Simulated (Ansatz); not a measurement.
**Fields on a plane of RuSi (FeSi type, space group P2_13)**

```
CELL_PARAMETERS angstrom
      4.70473     0.00000     0.00000
      0.00000     4.70473     0.00000
      0.00000     0.00000     4.70473
ATOMIC_POSITIONS crystal
  Ru 0.12942 0.12942 0.12942
  Ru 0.62942 0.37058 0.87058
  Ru 0.87058 0.62942 0.37058
  Ru 0.37058 0.87058 0.62942
  Si 0.83761 0.83761 0.83761
  Si 0.33761 0.66239 0.16239
  Si 0.16239 0.33761 0.66239
  Si 0.66239 0.16239 0.33761
```

The slice is a {110} plane (indices of the conventional cell) through the point (0.162, 0.338, 0.662) (fractional), spanned by u = [100] and v = [011] in vectors of this cell: u (4.70 Å) and v (6.65 Å, at 90° to u). It covers one period; positions are fractions (u, v).

Atoms on it: Si at (0.00, 0.00). Other atoms lie within 1 Å of the plane.

Method: r2SCAN (plane waves to 500 eV, PAW, scalar-relativistic; Ansatz, a program for electronic structure). k mesh 10×10×10. These are valence fields of a PAW run, semicore shells included where kept as valence: close to a nucleus they are smooth pseudo fields. RuSi is run without spin polarisation. RuSi was relaxed with its symmetry unable to fall.

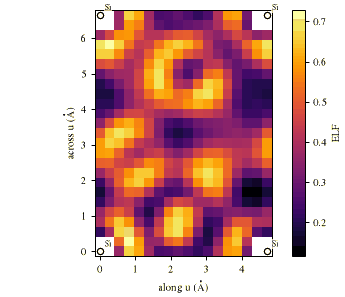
Electron localisation function (ELF), one period of the plane, atoms marked. Points within 0.5 Å of a nucleus are left white, as the pseudised field means little there.

```
|0000000000001111111100000000000000|
|0000000000000000110000000000000000|
|0000000000000000000000000000000000|
|0000000000000000000000000000000000|
|0000000000000000000000000000000000|
|0000000000000000000000000000000000|
|0000000000000000000000000000000000|
|0000000000000000000000000000000000|
|0000000000000000000000000000000000|
|0000000000000000000000000000000000|
|0000000000000000000000000000000000|
|0000000000000000000000000000000000|
|0000000000000000000000000000000000|
|0000000000000000000000001100000000|
|0000000000000000000000000000000000|
|0000000000000000000000000000000000|
|0000000000000000000000000000000000|
|0000000000000011221100000000000000|
|0000000000113355442211000000000000|
|0000000000338899441122111100000000|
|0000000011337777225577441100000000|
|0000000000112211228888441100000000|
|0000000000001133445544221100000000|
|0000000000001133332211000000000000|
```
Scale: ten equal steps from 0.001 (start of '0') to 0.112 (end of '9'), in the order '0123456789'. Values: density of the lowest conduction band (whole band as if filled, smooth part) in e/Å³. The map has 17 points along u (two characters each, u = 0 at the left) and 24 along v (v = 0 in the bottom row).
